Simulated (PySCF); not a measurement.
SMILES C[Si](OC)OC, doublet at its GFN2-xTB optimised geometry (Å):

```
15

C     -2.6136    -1.2664    -1.9600
O     -1.3552    -1.0908    -1.3934
Si    -0.9437    -0.3144     0.0000
C     -1.4413     1.5221     0.0000
O      0.6866    -0.3144     0.0000
C      1.5668    -1.3048    -0.4315
H     -3.1258    -0.3094    -2.0896
H     -2.4798    -1.7359    -2.9358
H     -3.2347    -1.9125    -1.3338
H     -1.0840     2.0059    -0.9078
H     -2.5199     1.6346     0.0448
H     -1.0142     2.0419     0.8490
H      2.5199    -0.8284    -0.6674
H      1.1839    -1.8132    -1.3179
H      1.7222    -2.0419     0.3614
```

Level of theory: unrestricted PBE0/def2-TZVP (PySCF).

Map of the log10 of the electron density (e/bohr³), floored at −4 on the plane z = 1.2 Å:

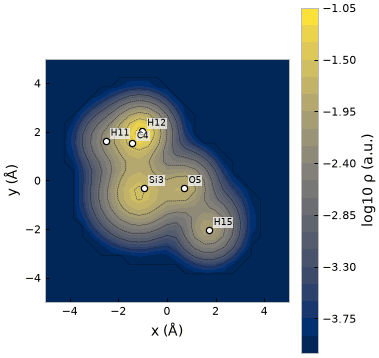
Log10 of the electron density (e/bohr³), floored at −4 on the plane z = 1.2 Å.
